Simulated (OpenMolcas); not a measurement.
# Multiconfigurational calculation: Os²⁺ (part 2 of 2)

The same run, continued: Os²⁺. Method: state-averaged CASSCF, active space 6 electrons in the shell 5d, basis ANO-RCC-VTZP, DKH2 scalar Hamiltonian, spin-orbit coupling by RASSI with atomic mean-field integrals (OpenMolcas).

**Output (extracts), continued**
```
--- RASSI ---
SPIN-FREE ENERGIES:
  (Shifted by EMIN (a.u.) =     -17236.7555122074)

 SF State       Relative EMIN(au)   Rel lowest level(eV)    D:o, cm**(-1)      L_eff

     1             0.0000000000        0.0000000000              0.0000         2.0
     2             0.0000000000        0.0000000000              0.0000         2.0
     3             0.0000000000        0.0000000000              0.0000         2.0
     4             0.0000000000        0.0000000000              0.0000         2.0
     5             0.0000000000        0.0000000000              0.0000         2.0
     6             0.0734808348        1.9995153763          16127.1791         5.0
     7             0.0734808348        1.9995153763          16127.1791         5.0
     8             0.0734808348        1.9995153763          16127.1791         5.0
     9             0.0734808348        1.9995153763          16127.1791         5.0
    10             0.0734808348        1.9995153763          16127.1791         5.0
    11             0.0734808348        1.9995153763          16127.1791         5.0
    12             0.0734808348        1.9995153763          16127.1791         5.0
    13             0.0734808348        1.9995153763          16127.1791         5.0
    14             0.0734808348        1.9995153763          16127.1791         5.0
    15             0.0734808348        1.9995153763          16127.1791         5.0
    16             0.0734808348        1.9995153763          16127.1791         5.0
    17             0.0827406377        2.2514874501          18159.4710         1.0
    18             0.0827406377        2.2514874501          18159.4710         1.0
    19             0.0827406377        2.2514874501          18159.4710         1.0
    20             0.0844254849        2.2973344785          18529.2522         3.0
    21             0.0844254849        2.2973344785          18529.2522         3.0
    22             0.0844254849        2.2973344785          18529.2522         3.0
    23             0.0844254849        2.2973344785          18529.2522         3.0
    24             0.0844254849        2.2973344785          18529.2522         3.0
    25             0.0844254849        2.2973344785          18529.2522         3.0
    26             0.0844254849        2.2973344785          18529.2522         3.0
    27             0.0915424955        2.4909982022          20091.2554         4.0
    28             0.0915424955        2.4909982022          20091.2554         4.0
    29             0.0915424955        2.4909982022          20091.2554         4.0
    30             0.0915424955        2.4909982022          20091.2554         4.0
    31             0.0915424955        2.4909982022          20091.2554         4.0
    32             0.0915424955        2.4909982022          20091.2554         4.0
    33             0.0915424955        2.4909982022          20091.2554         4.0
    34             0.0915424955        2.4909982022          20091.2554         4.0
    35             0.0915424955        2.4909982022          20091.2554         4.0
    51             0.1100798070        2.9954241456          24159.7251         6.0
    52             0.1100798070        2.9954241456          24159.7251         6.0
    53             0.1100798070        2.9954241456          24159.7251         6.0
    54             0.1100798070        2.9954241456          24159.7251         6.0
    55             0.1100798070        2.9954241456          24159.7251         6.0
Eigenvalues of complex Hamiltonian:
   -----------------------------------
  (Shifted by EMIN (a.u.) =     -17236.7555122074)

 SO State       Relative EMIN(au)   Rel lowest level(eV)    D:o, cm**(-1)     J-value

     1            -0.0255088791        0.0000000000              0.0000         3.0
     2            -0.0255088791        0.0000000000              0.0000         3.5
     3            -0.0255088791        0.0000000000              0.0000         3.5
     4            -0.0255088791        0.0000000000              0.0000         2.5
     5            -0.0255088791        0.0000000000              0.0000         3.2
     6            -0.0255088791        0.0000000000              0.0000         3.3
     7            -0.0255088791        0.0000000000              0.0000         2.7
     8            -0.0255088791        0.0000000000              0.0000         3.5
     9            -0.0255088791        0.0000000000              0.0000         3.2
    10            -0.0053253513        0.5492217707           4429.7723         2.4
    11            -0.0053253513        0.5492217707           4429.7723         2.8
    12            -0.0053253513        0.5492217707           4429.7723         2.4
    13            -0.0053253513        0.5492217707           4429.7723         2.9
    14            -0.0053253513        0.5492217707           4429.7723         2.2
    15            -0.0053253513        0.5492217707           4429.7723         2.4
    16            -0.0053253513        0.5492217707           4429.7723         1.4
    17            -0.0016926044        0.6480738476           5227.0681         1.7
    18            -0.0016926044        0.6480738476           5227.0681         1.7
    19            -0.0016926044        0.6480738476           5227.0681         1.4
    20            -0.0016926044        0.6480738476           5227.0681         1.3
    21            -0.0016926044        0.6480738476           5227.0681         1.7
    22             0.0070751132        0.8866555981           7151.3597         0.9
    23             0.0070751132        0.8866555981           7151.3597         0.7
    24             0.0070751132        0.8866555980           7151.3597         0.6
    25             0.0092414139        0.9456036448           7626.8077        -0.0
    26             0.0468632521        1.9693460146          15883.8468         3.7
    27             0.0468632521        1.9693460145          15883.8468         3.8
    28             0.0468632521        1.9693460147          15883.8468         3.2
    29             0.0468632521        1.9693460147          15883.8468         2.2
    30             0.0468632521        1.9693460148          15883.8468         3.1
    31             0.0468632521        1.9693460147          15883.8468         3.6
    32             0.0468632521        1.9693460148          15883.8468         3.4
    33             0.0468632521        1.9693460147          15883.8468         2.8
    34             0.0468632521        1.9693460149          15883.8468         2.5
    35             0.0587173507        2.2919124702          18485.5207         5.2
    36             0.0587173507        2.2919124702          18485.5207         5.0
    37             0.0587173507        2.2919124702          18485.5207         4.9
    38             0.0587173507        2.2919124702          18485.5207         4.5
    39             0.0587173507        2.2919124702          18485.5207         5.5
    40             0.0587173507        2.2919124702          18485.5207         4.6
    41             0.0587173507        2.2919124702          18485.5207         4.2
Weights of the five most important spin-orbit-free states for each spin-orbit state.

 SO State  Total energy (au)           Spin-free states, spin, and weights
 -------------------------------------------------------------------------------------------------------
    1        -0.025509       4 2.0  0.2533    5 2.0  0.2385    2 2.0  0.2136    3 2.0  0.1476    1 2.0  0.0433
    2        -0.025509       4 2.0  0.3171    3 2.0  0.2115    1 2.0  0.1426    5 2.0  0.1258    2 2.0  0.0993
    3        -0.025509       4 2.0  0.2444    1 2.0  0.1935    3 2.0  0.1926    2 2.0  0.1653    5 2.0  0.1005
    4        -0.025509       5 2.0  0.3119    3 2.0  0.2630    2 2.0  0.1220    1 2.0  0.1147    4 2.0  0.0847
    5        -0.025509       2 2.0  0.2179    4 2.0  0.2139    5 2.0  0.1738    1 2.0  0.1634    3 2.0  0.1273
    6        -0.025509       1 2.0  0.2579    3 2.0  0.1765    5 2.0  0.1698    2 2.0  0.1646    4 2.0  0.1276
    7        -0.025509       5 2.0  0.2588    3 2.0  0.1945    1 2.0  0.1862    2 2.0  0.1519    4 2.0  0.1050
    8        -0.025509       1 2.0  0.3013    2 2.0  0.2795    3 2.0  0.1188    5 2.0  0.1117    4 2.0  0.0850
    9        -0.025509       1 2.0  0.2105    2 2.0  0.1993    4 2.0  0.1825    3 2.0  0.1815    5 2.0  0.1227
   10        -0.005325       1 2.0  0.4144    3 2.0  0.3530    2 2.0  0.0832    4 2.0  0.0652    5 2.0  0.0357
   11        -0.005325       3 2.0  0.2714    2 2.0  0.2699    4 2.0  0.1805    1 2.0  0.1327    5 2.0  0.0971
   12        -0.005325       1 2.0  0.3100    4 2.0  0.2988    3 2.0  0.1759    2 2.0  0.1420    5 2.0  0.0247
```

**Spin-orbit levels, grouped by J and assigned (the lowest 25)**

```csv
Configuration,Level,E (cm⁻¹),LS purity (%),Landé g
5d⁶,⁵D₄,0,90,1.473
5d⁶,⁵D₃,"4,430",95,1.484
5d⁶,⁵D₂,"5,227",80,1.479
5d⁶,⁵D₁,"7,151",89,1.486
5d⁶,⁵D₀,"7,627",87,–
5d⁶,"J = 4 (even, mixed)","15,880",30,1.036
5d⁶,³H₆,"18,490",88,1.147
5d⁶,³H₅,"18,700",60,1.101
5d⁶,³P₂,"18,990",68,1.441
5d⁶,³F₃,"22,030",60,0.992
5d⁶,³F₂,"23,060",82,0.746
5d⁶,"J = 4 (even, mixed)","24,210",55,1.009
5d⁶,"J = 0 (even, mixed)","26,710",51,–
5d⁶,³G₅,"27,020",60,1.133
5d⁶,³G₄,"28,050",69,1.066
5d⁶,"J = 1 (even, mixed)","28,220",51,0.992
5d⁶,³D₂,"29,810",74,1.167
5d⁶,³G₃,"29,990",59,0.887
5d⁶,³D₃,"31,180",88,1.295
5d⁶,¹I₆,"31,300",88,1.020
5d⁶,"J = 1 (even, mixed)","32,860",52,1.043
5d⁶,¹G₄,"36,430",65,1.022
5d⁶,³P₀,"38,180",66,–
5d⁶,¹F₃,"39,170",70,1.022
5d⁶,¹D₂,"39,670",68,1.034
```

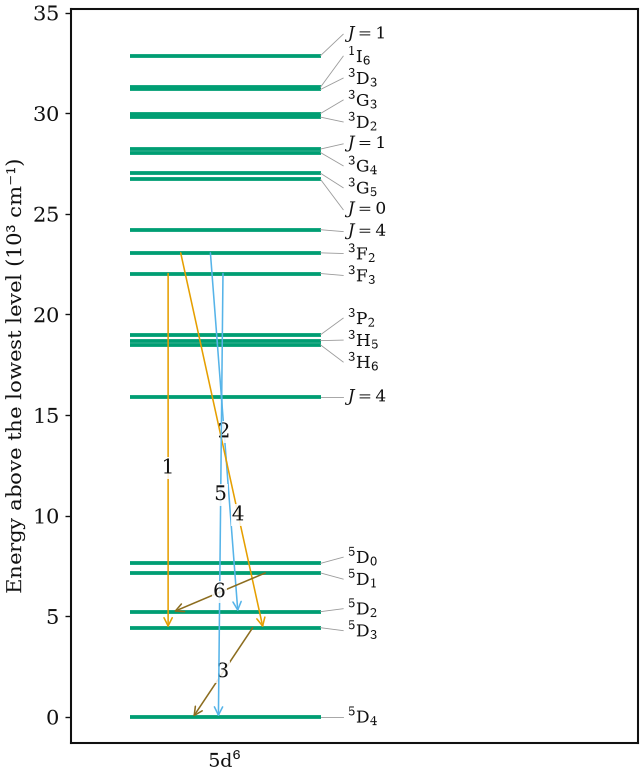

*Levels of Os²⁺ with 6 numbered transitions. Rates are at computed energies.*

```tsv
No.	Upper	Lower	Type	λ (vacuum)	A (s⁻¹)
1	5d⁶ ³F₃	5d⁶ ⁵D₃	M1	568 nm	7.8
2	5d⁶ ³F₂	5d⁶ ⁵D₂	M1	561 nm	6.5
3	5d⁶ ⁵D₃	5d⁶ ⁵D₄	M1	2.26 µm	2.9
4	5d⁶ ³F₂	5d⁶ ⁵D₃	M1	537 nm	3.0
5	5d⁶ ³F₃	5d⁶ ⁵D₄	M1	454 nm	4.8
6	5d⁶ ⁵D₁	5d⁶ ⁵D₂	M1	5.20 µm	0.57
```

Line 1 has the largest rate; it falls in the visible region.

Outcome of the run: converged.
